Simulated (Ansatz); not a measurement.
**U-revPBE/STO-3G run of AlHF (SMILES [F][AlH])**

What is the energy change on altering one bond length of AlHF at U-revPBE/STO-3G? 

Program for the calculation: Ansatz 0.2.0.

60 further runs of the same task are left out: 60 set aside as unsound or not needed.

### 1 The molecule

AlHF has 3 atoms, charge 0, and is taken as a doublet. SMILES: `[F][AlH]`. The coordinates come from a PBE0-D4/def2-TZVP relaxation.

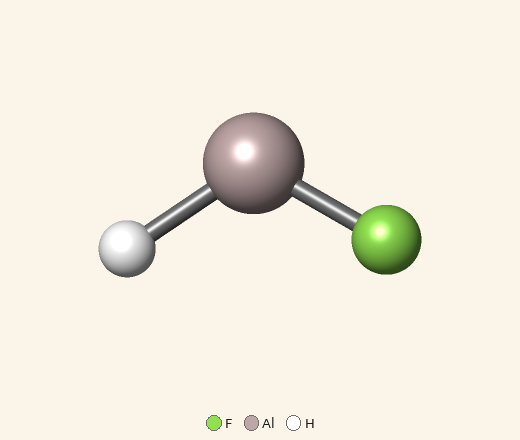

The structure, seen from a chosen angle (fluorine green, aluminium light grey, hydrogen white).

### 2 The energy at U-revPBE/STO-3G

File input.yaml:

```yaml
crystal:
  periodic: [false, false, false]
  atoms:
    - {symbol: F, position_ang: [0.907100, 0.893200, 0.585600]}
    - {symbol: Al, position_ang: [-0.432500, 0.318000, -0.199500]}
    - {symbol: H, position_ang: [-0.485400, -1.276100, -0.399300]}
basis:
  gaussian:
    orbitals: STO-3G
magnetization:
  spin_polarized: true
  initial_magnetization: 1
hamiltonian:
  xc: {name: revPBE}
accuracy: high
```

Launch:

```
$ ansatz run input.yaml --threads 1 --pin off --max-ram 2610MiB --events-out events.jsonl --progress --plain --runs-dir runs
```

The program printed:

```text
Warning: RAYON_NUM_THREADS=1 ignored (pool sized by the plan → 1); use --threads N
Functional definition: revPBE
  name "revPBE"
  parameter kappa = 1.245
  parameter beta = 0.06672455060314922
  exchange = pbe_x(kappa = kappa, mu = beta*pi^2/3)
  correlation = pbe_c(beta = beta)
245 factors; integrals over basis functions are off by at most 3.6e-8 eV
mean field evaluation 1: about -9205.4008 eV, gradient 1.5e1 eV
mean field evaluation 2: about -9184.5341 eV, gradient 6.7e1 eV
mean field evaluation 4: about -9207.1875 eV, gradient 2.4e0 eV
mean field evaluation 8: about -9207.2121 eV, gradient 2.8e-2 eV
mean field evaluation 16: about -9207.2121 eV, gradient 1.1e-7 eV
mean field -9207.21206324 eV, -338.3588024515 hartree, gradient 1.6e-8 eV, S^2 0.752305; 0 other end points of the search recorded, 0 dependent functions left out
reference -9207.21206510 eV, -338.3588025198 hartree; 12, 11 occupied and 3, 4 virtual orbitals, 245 factors
Total energy: -9207.21206510 eV, -338.3588025198 hartree
```

It took 0.68 s on 1 thread of AMD EPYC 9R14 (Zen 4), shared host; peak memory 0.14 GiB.

### 3 The distorted shape at the same level

File job.yaml:

```yaml
crystal:
  periodic: [false, false, false]
  atoms:
    - {symbol: F, position_ang: [1.242012, 1.037005, 0.781882]}
    - {symbol: Al, position_ang: [-0.432500, 0.318000, -0.199500]}
    - {symbol: H, position_ang: [-0.485400, -1.276100, -0.399300]}
basis:
  gaussian:
    orbitals: STO-3G
magnetization:
  spin_polarized: true
  initial_magnetization: 1
hamiltonian:
  xc: {name: revPBE}
accuracy: high
```

Launch:

```
$ ansatz run job.yaml --threads 1 --pin off --max-ram 2610MiB --events-out events.jsonl --progress --plain --runs-dir runs
```

The program printed, cut to the lines that bear on the results:

```text
Warning: RAYON_NUM_THREADS=1 ignored (pool sized by the plan → 1); use --threads N
[... 6 set-up lines as earlier in the session ...]
242 factors; integrals over basis functions are off by at most 3.6e-8 eV
mean field evaluation 1: about -9202.1333 eV, gradient 1.8e1 eV
mean field evaluation 2: about -9042.4428 eV, gradient 1.3e2 eV
mean field evaluation 4: about -9205.2200 eV, gradient 8.4e0 eV
mean field evaluation 8: about -9205.7488 eV, gradient 2.4e-1 eV
mean field evaluation 16: about -9205.7494 eV, gradient 3.1e-6 eV
mean field evaluation 32: about -9203.8343 eV, gradient 5.0e0 eV
mean field -9205.74935900 eV, -338.3050490622 hartree, gradient 1.8e-8 eV, S^2 0.754057; 4 other end points of the search recorded, 0 dependent functions left out
reference -9205.74936085 eV, -338.3050491302 hartree; 12, 11 occupied and 3, 4 virtual orbitals, 242 factors
Total energy: -9205.74936085 eV, -338.3050491302 hartree
```

Wall time 1.3 s (1 thread of AMD EPYC 9R14 (Zen 4), shared host); peak memory 0.14 GiB.

### 4 Results

At U-revPBE/STO-3G:

| quantity | value |
| --- | --- |
| first shape: total energy | -338.35880 Eh |
| first shape: ⟨S²⟩ | 0.752 |
| distorted shape: total energy | -338.30505 Eh |
| distorted shape: ⟨S²⟩ | 0.754 |
| energy change with the F1–Al2 bond stretched from 1.656 to 2.070 Å | 1.463 eV |

With the F1–Al2 bond stretched from 1.656 to 2.070 Å the energy rises by 1.46 eV (141 kJ/mol). The first shape isn't relaxed at this level, so the change isn't measured from a minimum. The minimal basis adds a large error of its own.
